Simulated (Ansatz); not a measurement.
Consider TlBr (space group Cmcm, No. 63; a = 4.339 Å, b = 12.154 Å, c = 4.869 Å; a cell from a computed database, its experimental status unchecked).

The change: a hydrostatic pressure of 3 GPa.

Method: PBEsol (Ansatz, an electronic-structure program, PAW, no spin-orbit coupling), earlier PAW set.

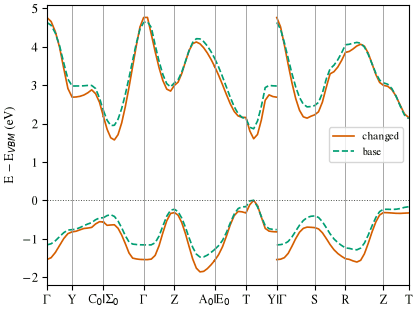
Figure: Highest valence and lowest conduction band along the path, each from its own valence-band maximum

The gap is 1.57 eV, indirect, T–Y (25 % along) → Σ₀–Γ (27 % along); the base has 1.86 eV.

Spin-orbit coupling, missing from the scalar runs, can matter with Tl. Load acts through the strain it causes; cell and atoms are relaxed under it. Stability against distortions was not tested. This is not the structure that TlBr has at room temperature and ambient pressure.
